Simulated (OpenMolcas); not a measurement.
## C2H6Zn (dimethylzinc): methods side by side

C2H6Zn: 9 atoms, total charge 0, spin state singlet. SMILES: `[CH3][Zn][CH3]`. Geometry: relaxed at PBE0-D4/def2-TZVP.

Each level gives the vertical ionisation energy (to the doublet cation) (eV). The values are calculated.

```json
{"level": "SVWN5/cc-pVDZ", "kind": "LDA", "program": "OpenMolcas", "value (eV)": "9.35", "CPU time (all runs)": "2.1 min"}
{"level": "PBE/cc-pVDZ", "kind": "GGA", "program": "OpenMolcas", "value (eV)": "9.10", "CPU time (all runs)": "2.8 min"}
{"level": "M06-L/cc-pVDZ", "kind": "meta-GGA", "program": "OpenMolcas", "value (eV)": "9.10", "CPU time (all runs)": "3.2 min"}
{"level": "TPSS/cc-pVDZ", "kind": "meta-GGA", "program": "OpenMolcas", "value (eV)": "9.03", "CPU time (all runs)": "3.6 min"}
{"level": "r2SCAN/cc-pVDZ", "kind": "meta-GGA", "program": "OpenMolcas", "value (eV)": "9.13", "CPU time (all runs)": "3.3 min"}
{"level": "BHLYP/cc-pVDZ", "kind": "global hybrid", "program": "OpenMolcas", "value (eV)": "9.15", "CPU time (all runs)": "2.1 min"}
{"level": "M06-2X/cc-pVDZ", "kind": "hybrid meta-GGA", "program": "OpenMolcas", "value (eV)": "9.34", "CPU time (all runs)": "2.9 min"}
{"level": "PBE0/cc-pVDZ", "kind": "global hybrid", "program": "OpenMolcas", "value (eV)": "9.21", "CPU time (all runs)": "2.4 min"}
```

The values span 9.03 to 9.35 eV. Times are those of the runs behind each value, whatever else they computed, on shared processors of several kinds: orders of magnitude only.

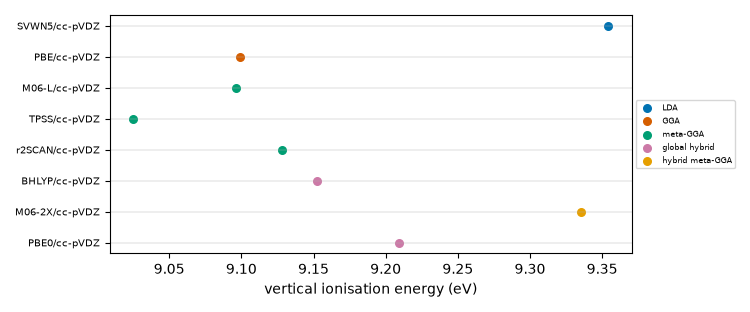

The values of the table, level by level.
